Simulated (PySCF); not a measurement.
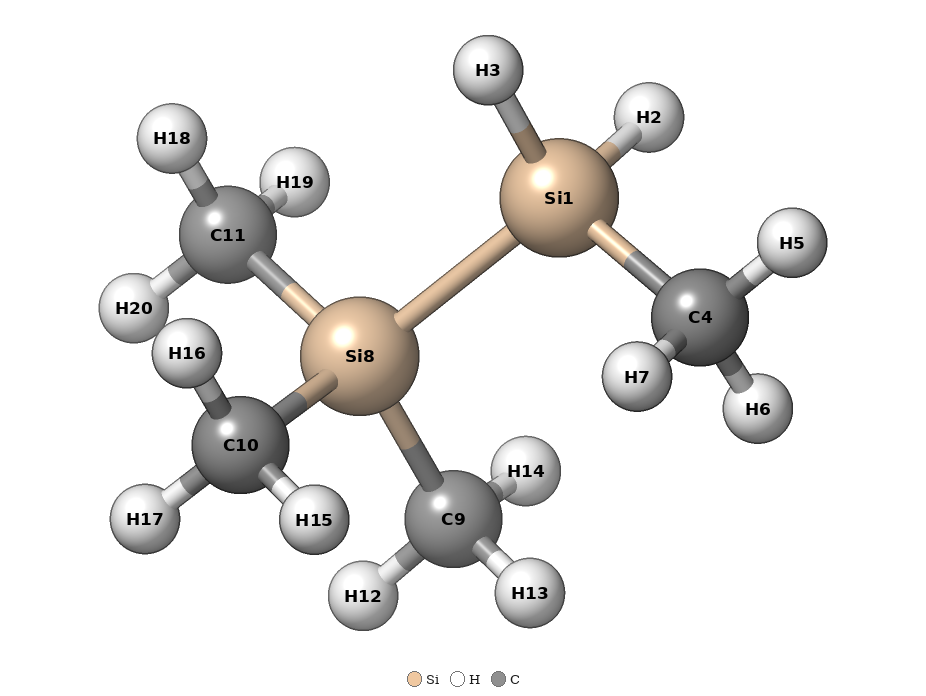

The computed structure is the end point of a PBE0-D3(BJ)/def2-SVP optimisation. No frequency run is at hand to confirm it as a minimum. Properties computed with delta-SCF UKS SCAN, pcX-2 on the ionised atom (unc-x2c-TZVPall on a metal), pcseg-1 elsewhere, spin-free X2C (PySCF 2.14.0).

Give the core-electron binding energies (to vacuum; p and d levels without spin–orbit splitting) of Si1 1s, Si1 2p, C4 1s, Si8 1s, Si8 2p, C9 1s.

```csv
atom,level,binding energy (eV)
Si1,1s,1845.5
Si1,2p,106.0
C4,1s,290.0
Si8,1s,1845.4
Si8,2p,105.8
C9,1s,289.8
```
